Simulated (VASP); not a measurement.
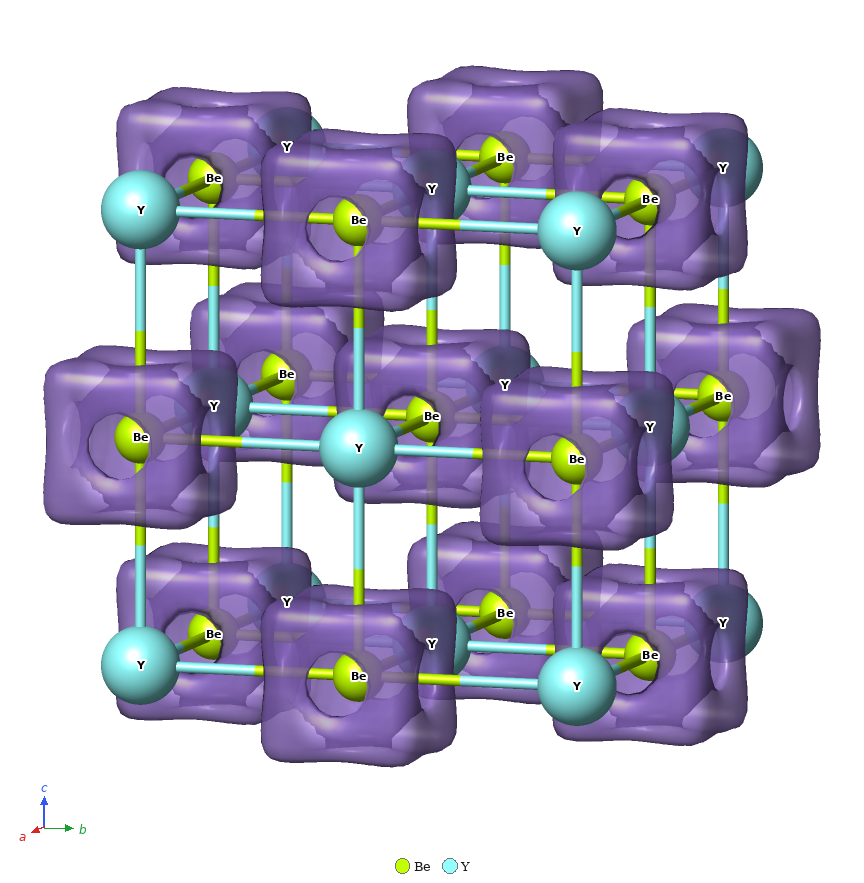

Figure 1: YBe. Isosurface of the electron localisation function at 0.65 (purple), seen slightly off an axis. Only the valence region is drawn (cores and ρ < 0.01 e/Å³ removed). Sticks mark near contacts.

Space group Fm-3m; a generated structure, not necessarily the stable one; computed pressure about 29 GPa in this cell.

All numbers below come from VASP, Kohn-Sham DFT of a periodic cell, PBE, VASP PAW PBE potentials, recommended.

Core electrons are frozen (PAW), and the valence fields are smoothed inside the atomic spheres.

Q: Describe the localisation domains.

A: The ELF exceeds this value in four regions wrapped around Be (the valence shell of each), counted in one cell of 8 atoms. Any copies at cell faces, edges or corners count once.

Values along the shortest contacts:
Y–Be (2.57 Å): the ELF is about 0.15 at the midpoint (no shared electron pair shows on this line).
